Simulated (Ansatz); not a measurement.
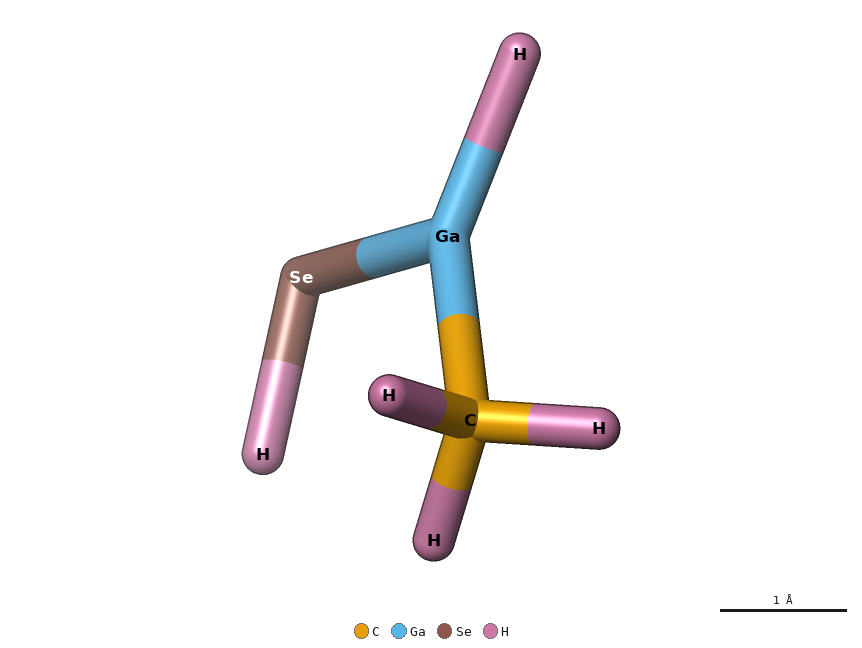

Which formula does it have?

CH₅GaSe, 8 atoms: 1 carbon, 5 hydrogen, 1 gallium and 1 selenium.

How many sets of symmetry-equivalent atoms are there?

8: 1 C, 1 Ga, 1 Se, 1 H, 1 H, 1 H, 1 H, 1 H.

Count the bonded pairs by element.

3 C–H, 1 C–Ga, 1 Ga–Se, 1 Ga–H, 1 Se–H.

Give a SMILES string for it.

[CH3][GaH][SeH]

The parts below concern this one geometry. Atoms keep their numbers from picture to picture. Computed geometry: PBE0-D4/def2-TZVP optimisation.

### Shape

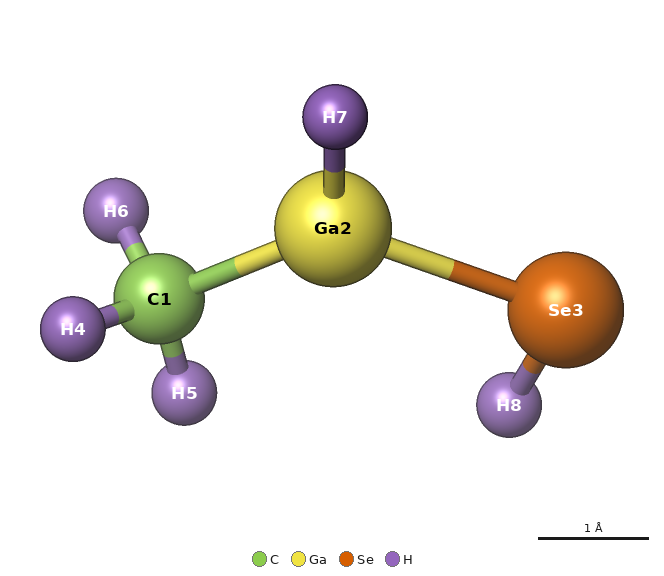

What is the geometry at Ga2?

Ga2 has 3 neighbours (C1 at 1.96, Se3 at 2.33, H7 at 1.57 Å); the arrangement is trigonal planar.

How are the neighbours of atom 1 arranged?

C1 has 4 neighbours (Ga2 at 1.96, H4 at 1.09, H5 at 1.09, H6 at 1.09 Å); the arrangement is tetrahedral.

Describe the coordination of atom 3.

Se3 has 2 neighbours (Ga2 at 2.33, H8 at 1.47 Å); the arrangement is bent.

### Charges

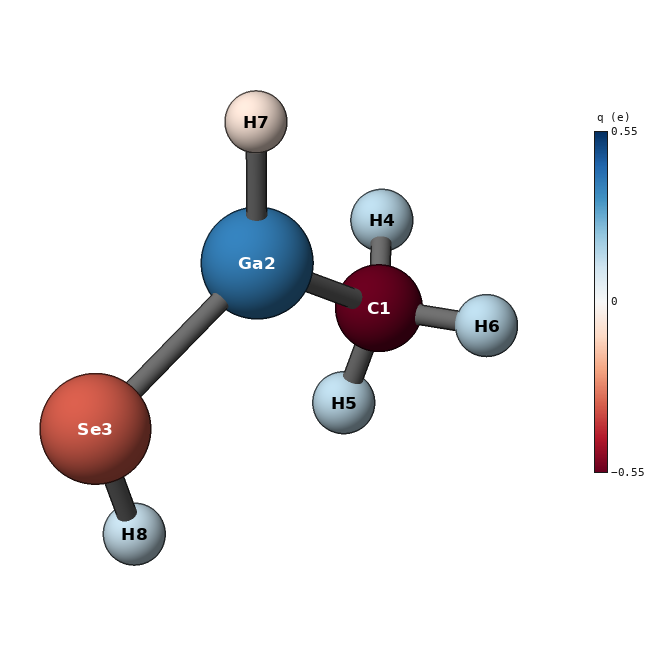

Atoms are coloured by their Mulliken charges. Properties computed with RKS PBE0-D4/def2-TZVP (Ansatz 0.2.0).

Which atom carries the highest charge (most positive or least negative)?

Ga2 (0.38 e).

And the lowest?

C1 (−0.54 e).

List the Mulliken charges.

| atom | value (e) |
| --- | --- |
| C1 | −0.54 |
| Ga2 | 0.38 |
| Se3 | −0.33 |
| H4 | 0.15 |
| H5 | 0.14 |
| H6 | 0.15 |
| H7 | −0.07 |
| H8 | 0.12 |

### Vibrations

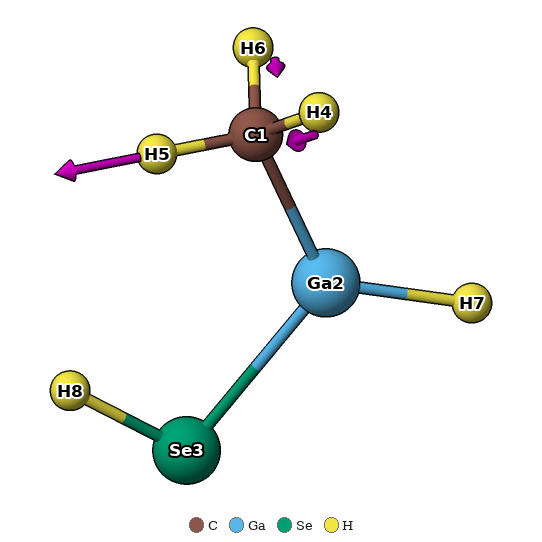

The arrows show one normal mode. Harmonic vibrations computed with RKS PBE0-D4/def2-TZVP (Ansatz 0.2.0) at a stationary point of the same level.

Describe the motion.

Mostly out-of-phase stretching of 2 C–H bonds.

Estimate its harmonic wavenumber.

3158 cm⁻¹; it is mode 18 of 18 counted from the lowest.

### Electronic properties

Method: RKS PBE0-D4/def2-TZVPP (Ansatz 0.2.0).

Computed properties:

- HOMO energy (Kohn–Sham orbital): −7.14 eV
- LUMO energy (Kohn–Sham orbital): −1.14 eV
- HOMO–LUMO gap: 6.00 eV
- dispersion correction: −12.9 kJ/mol

### Dipole moment

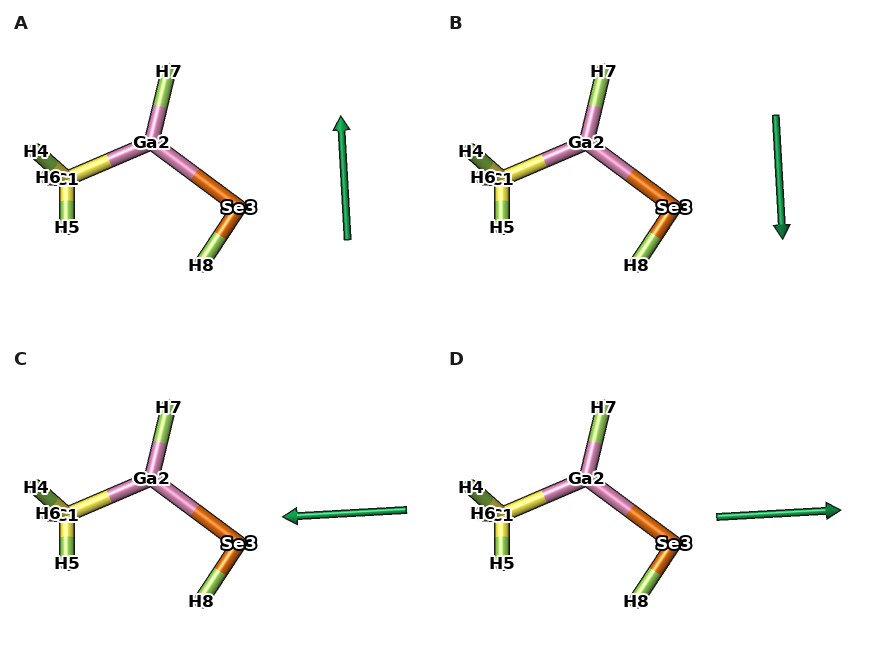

The same molecule four times, each with an arrow. Properties computed with RKS PBE0-D4/def2-TZVP (Ansatz 0.2.0).

Which arrow points along the dipole moment, from the negative to the positive end?

C. The dipole moment is 1.82 D; it points from the side of Se3 to the side of H4 (the outermost atoms at the two ends).

Mulliken values depend strongly on the basis set and can even reverse the polarity of a bond.
